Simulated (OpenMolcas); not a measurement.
# GeSiH6 (SMILES [SiH3][GeH3]) at 6 levels

Wanted: a comparison of 6 runs (HF/STO-3G, B2PLYP/cc-pVDZ, PBE0/cc-pVDZ, SVWN5/cc-pVDZ, TPSS/cc-pVDZ, MP2/cc-pVDZ) of GeSiH6. 

The calculation is run with OpenMolcas 26.06.

1 further run of the same task is left out (set aside as unsound or not needed).

## (1) The structure to begin with

GeSiH6: 8 atoms, total charge 0, spin state singlet. As SMILES, `[SiH3][GeH3]`. The coordinates come from a PBE0-D4/def2-TZVP relaxation.

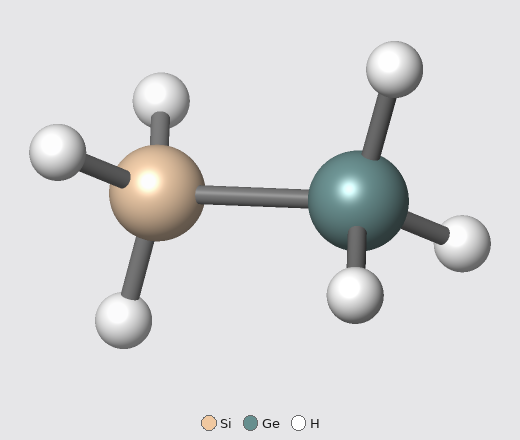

The structure, seen from a chosen angle (silicon light orange, germanium teal, hydrogen white).

## (2) Energy and forces at HF/STO-3G (run 1)

calc.input reads:

```
* GeH6Si Hartree-Fock
>>> EXPORT MOLCAS_PRINT=2

&GATEWAY
 BasLib=$CurrDir
 Coord
 8
 angstrom
 Si      -0.516700       0.386500      -1.010200
 Ge       0.529700      -0.393800       0.977400
 H       -1.894900       0.857200      -0.710900
 H       -0.590800      -0.708400      -2.013300
 H        0.260800       1.514500      -1.587400
 H        0.619100       0.733600       2.019400
 H        1.954300      -0.890500       0.679100
 H       -0.269300      -1.556200       1.590100
 Basis=STO-3G
 Group=NoSym

&SEWARD

&SCF
 Thresholds=1e-10 1e-07 1e-07 1e-05
 PrOrbitals=1

&ALASKA
```

The basis set STO-3G is read from a file made from the Basis Set Exchange's data (not shown).

Launch:

```sh
$ export MOLCAS_MEM=1860
$ pymolcas calc.input > calc.log
```

Standard output:

```text
--- Start Module: gateway ---
[...]
--- Stop Module: gateway /rc=_RC_ALL_IS_WELL_ ---
[...]
      Basis functions           33
[...]
--- Start Module: scf ---
[...]
       Convergence after   9 Iterations
[...]
::    Total SCF energy                              -2340.8639425516
[...]
      Total spin, S                                     0.0000000000
[...]
      Total electronic charge=   52.000000
      Total            charge=   -0.000000
[...]
      Dipole Moment (debye):
      Origin of the operator (angstrom)=    0.2296   -0.1700    0.4073
                   X= -9.4407E-02               Y=  6.8816E-02               Z= -1.7885E-01           Total=  2.1362E-01
      Quadrupole Moment (debye*angstrom):
[...]
--- Stop Module: scf /rc=_RC_ALL_IS_WELL_ ---
--- Start Module: alaska ---
[...]
 *              Molecular gradients               *
 **************************************************
  Irreducible representation: a
 ------------------------------------------------------------------------------------------
                              X                       Y                       Z
 ------------------------------------------------------------------------------------------
  SI1               3.90886894345854E-03   -2.83849738608399E-03    7.21399237874820E-03
  GE2              -9.47986438658965E-03    7.01020667428498E-03   -1.78509666372051E-02
  H3               -3.03086810551143E-02    1.00222090561728E-02    8.30712938018291E-03
  H4               -8.74725479600547E-04   -2.53137968190393E-02   -2.11182213977308E-02
  H5                1.83278894109060E-02    2.48150725583320E-02   -1.14518167359039E-02
  H6                2.13600680160042E-03    3.04511261711973E-02    2.74518896666400E-02
  H7                3.79915386860272E-02   -1.31362138562636E-02   -8.52187814728311E-03
  H8               -2.17010329206451E-02   -3.10101063985684E-02    1.59698714924685E-02
[...]
--- Stop Module: alaska /rc=_RC_ALL_IS_WELL_ ---
[...]
```

Wall time 3.6 s (1 thread of AMD EPYC 7R43 (Zen 3), shared host); peak memory 0.37 GiB.

## (3) The energy at B2PLYP/cc-pVDZ (run 2)

job.inp reads:

```
>>> EXPORT MOLCAS_PRINT=2
&GATEWAY
BasLib=$CurrDir
Coord
8
angstrom
Si      -0.516700       0.386500      -1.010200
Ge       0.529700      -0.393800       0.977400
H       -1.894900       0.857200      -0.710900
H       -0.590800      -0.708400      -2.013300
H        0.260800       1.514500      -1.587400
H        0.619100       0.733600       2.019400
H        1.954300      -0.890500       0.679100
H       -0.269300      -1.556200       1.590100
Basis=cc-pVDZ
Group=NoSym
&SEWARD
GridInput
Grid=UltraFine
End of Grid
&SCF
KSDFT=B2PLYP_SCF
Thresholds=1e-10 1e-07 1e-07 1e-05
PrOrbitals=0
&MBPT2
Frozen=14
```

The basis set cc-pVDZ is read from a file made from the Basis Set Exchange's data (not shown).

Launch:

```sh
$ export MOLCAS_MEM=1860
$ pymolcas job.inp > job.log
```

Standard output:

```text
--- Start Module: gateway ---
[...]
--- Stop Module: gateway /rc=_RC_ALL_IS_WELL_ ---
[...]
      Basis functions           75
[...]
--- Start Module: scf ---
[...]
       Convergence after  11 Iterations
[...]
::    Total KS-DFT energy                           -2369.4169855264
[...]
      Total spin, S                                     0.0000000000
[...]
      Total electronic charge=   52.000000
      Total            charge=   -0.000000
[...]
      Dipole Moment (debye):
      Origin of the operator (angstrom)=    0.2296   -0.1700    0.4073
                   X= -5.5233E-02               Y=  4.0212E-02               Z= -1.0452E-01           Total=  1.2487E-01
      Quadrupole Moment (debye*angstrom):
[...]
--- Stop Module: scf /rc=_RC_ALL_IS_WELL_ ---
[...]
--- Start Module: mbpt2 ---
[...]
 ###    WARNING: MP2 implementation intended for RHF references only         ###
 ###############################################################################
MBPT2 WARNING: Reference function according to RunFile:KS-DFT
I'll assume you know what you're doing and continue
WARNING!
Default frozen orbitals as non valence orbitals is overwritten by user input.
Default values:  16
[...]
       Reference weight ( Cref**2 )         =        0.85912
::    Total MBPT2 energy                            -2369.7076399086
[...]
      Total MBPT2 calculations                           0.36      0.39
--- Stop Module: mbpt2 /rc=_RC_ALL_IS_WELL_ ---
[...]
```

Wall time 26 s (1 thread of AMD EPYC 7R43 (Zen 3), shared host); peak memory 0.43 GiB.

Runs 3 to 5 aren't shown in full; the table further down has their settings and results.

## (4) The energy at MP2/cc-pVDZ (run 6)

run.input reads:

```
&GATEWAY
  BasLib
  $CurrDir
  BasisSet
  Si.cc-pVDZ....
  Si1 -0.516700 0.386500 -1.010200 angstrom
  End of Basis
  BasisSet
  Ge.cc-pVDZ....
  Ge2 0.529700 -0.393800 0.977400 angstrom
  End of Basis
  BasisSet
  H.cc-pVDZ....
  H3 -1.894900 0.857200 -0.710900 angstrom
  H4 -0.590800 -0.708400 -2.013300 angstrom
  H5 0.260800 1.514500 -1.587400 angstrom
  H6 0.619100 0.733600 2.019400 angstrom
  H7 1.954300 -0.890500 0.679100 angstrom
  H8 -0.269300 -1.556200 1.590100 angstrom
  End of Basis

&SEWARD

&SCF
  Thresholds
  1e-10 1e-07 1e-07 1e-05
  PrOrbitals
  1 1

&MBPT2
  Frozen
  14
```

The basis set cc-pVDZ is read from a file made from the Basis Set Exchange's data (not shown).

Launch:

```sh
$ export MOLCAS_MEM=1860
$ pymolcas run.input > run.log
```

Standard output:

```text
--- Start Module: gateway ---
[...]
--- Stop Module: gateway /rc=_RC_ALL_IS_WELL_ ---
[...]
      Basis functions           75
[...]
--- Start Module: scf ---
[...]
       Convergence after  11 Iterations
[...]
::    Total SCF energy                              -2367.7443525635
[...]
      Total spin, S                                     0.0000000000
[...]
      Total electronic charge=   52.000000
      Total            charge=   -0.000000
[...]
      Dipole Moment (debye):
      Origin of the operator (angstrom)=    0.2296   -0.1700    0.4073
                   X= -6.2999E-02               Y=  4.5821E-02               Z= -1.1918E-01           Total=  1.4238E-01
      Quadrupole Moment (debye*angstrom):
[...]
--- Stop Module: scf /rc=_RC_ALL_IS_WELL_ ---
[...]
--- Start Module: mbpt2 ---
[...]
WARNING!
Default frozen orbitals as non valence orbitals is overwritten by user input.
Default values:  16
[...]
       Reference weight ( Cref**2 )         =        0.90682
::    Total MBPT2 energy                            -2367.9758868632
[...]
      Total MBPT2 calculations                           0.26      0.32
--- Stop Module: mbpt2 /rc=_RC_ALL_IS_WELL_ ---
[...]
```

Run time: 9.6 s. Hardware: 1 thread of AMD EPYC 7R43 (Zen 3), shared host; peak memory 0.43 GiB.

## (5) Overview of the runs

| run | level | task | frozen core orbitals | energy (Eh) | dipole moment (D) of the reference | HOMO energy (eV) | LUMO energy (eV) | wall time |
| --- | --- | --- | --- | --- | --- | --- | --- | --- |
| 1 | HF/STO-3G | gradient | – | -2340.863943 | 0.21 | -8.80 | 10.97 | 3.6 s |
| 2 | B2PLYP/cc-pVDZ | energy | 14 | -2369.495462 | 0.12 | -9.18 | 1.89 | 26 s |
| 3 | PBE0/cc-pVDZ | gradient | – | -2369.659994 | 0.08 | -8.27 | 0.69 | 50 s |
| 4 | SVWN5/cc-pVDZ | gradient | – | -2365.673261 | 0.07 | -7.21 | -0.40 | 41 s |
| 5 | TPSS/cc-pVDZ | gradient | – | -2370.062803 | 0.11 | -7.31 | 0.06 | 65 s |
| 6 | MP2/cc-pVDZ | energy | 14 | -2367.975887 | 0.14 | -10.85 | 3.88 | 9.6 s |

## (6) Summary of results

| quantity | value |
| --- | --- |
| run 6: total energy | -2367.97589 Eh |
| run 6: dipole moment (mean-field density) | 0.14 D |
| run 6: HOMO energy (Hartree–Fock orbitals) | -10.85 eV |
| run 6: LUMO energy (Hartree–Fock orbitals) | 3.88 eV |
| run 6: HOMO–LUMO gap (Hartree–Fock orbitals) | 14.73 eV |
| run 6: correlation energy (14 core orbitals frozen) | -231.5 mEh |

Over runs 1, 2, 3, 4, 5 the dipole moment (its size) runs from 0.07 D (SVWN5/cc-pVDZ) to 0.21 D (HF/STO-3G). The two ends differ in method and basis. Over runs 1, 2, 3, 4, 5 the HOMO–LUMO gap runs from 6.81 eV (SVWN5/cc-pVDZ) to 19.77 eV (HF/STO-3G). For B2PLYP the log adds the whole second-order term; the table takes 0.27 of it, as the functional is defined. Totals of different functionals can't be ranked against each other. In run 1 the basis is minimal, so the values are rough. All runs together took 3.2 min, the longest 65 s.
